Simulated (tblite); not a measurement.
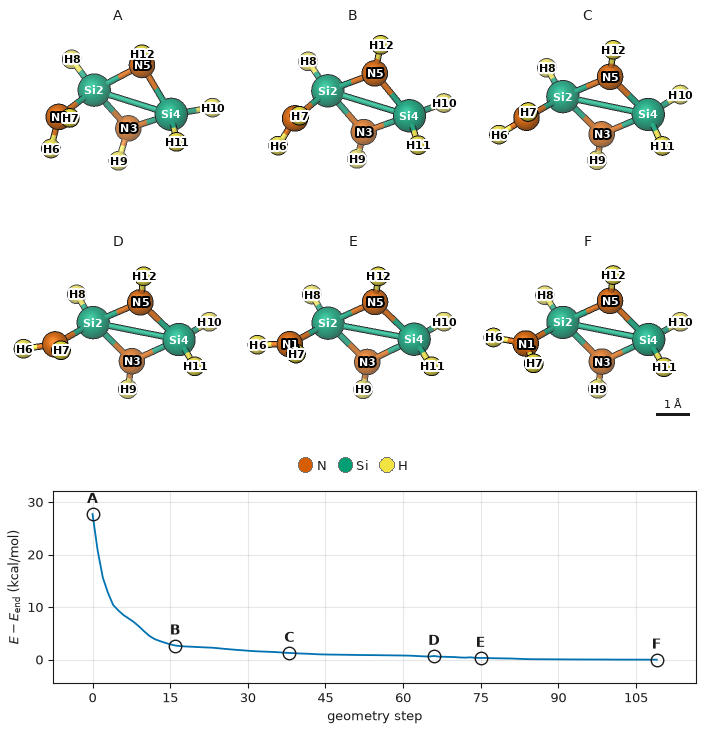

Frames of a relaxation of Si$_{2}$N$_{3}$H$_{7}$ (charge +1, multiplicity 2), marked on the history of the run. Style: ball-and-stick. Shown at a tilt.

All numbers below come from tblite, GFN2-xTB geometry optimisation, gas phase. 

> What happens along the run?

The atom that moves furthest after the best rigid fit is H6 (1.44 Å). By element the largest moves are H 1.44 Å, N 0.44 Å, Si 0.23 Å. Some distances before and after: Si2–Si4 2.484 → 2.682 Å, N1–Si2 1.772 → 1.706 Å, N1–H6 1.045 → 1.007 Å, Si2–H8 1.477 → 1.441 Å. Bond angles that change, for instance: Si4–N3–H9 109.4° → 130.9°, Si2–N3–H9 111.8° → 130.1°, Si4–N5–H12 117.2° → 130.9°. Over 109 geometry steps the energy falls by 27.7 kcal/mol. From step 0 to 16: H9 moves most (0.47 Å), energy −25.0 kcal/mol. From step 16 to 38: H6 moves most (0.55 Å), energy −1.41 kcal/mol. From step 38 to 66: H atoms move most (0.40 Å), energy −0.58 kcal/mol. From step 66 to 75: H6 moves most (0.13 Å), energy −0.37 kcal/mol. From step 75 to 109: H7 moves most (0.34 Å), energy −0.33 kcal/mol.
